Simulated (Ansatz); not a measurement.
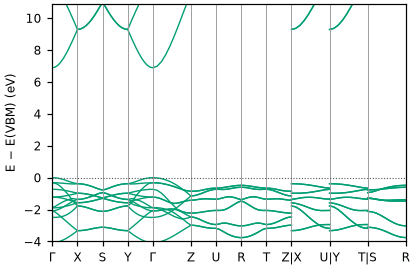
Figure: Band structure from plane-wave PAW PBEsol (Ansatz code)

### Question
Read off the gap and where the band edges lie.

### Answer
About 6.9 eV (6.89 eV by a search for the band edges); maximum at Γ, minimum at Γ.

The material is MgF2 (rutile, P4_2/mnm).

The cell was relaxed with PBEsol under the symmetry of its start. Point labels and valley counts follow the cell and symmetry of the run, lower than the named group.

Potentials: the later of the program's two PAW sets.
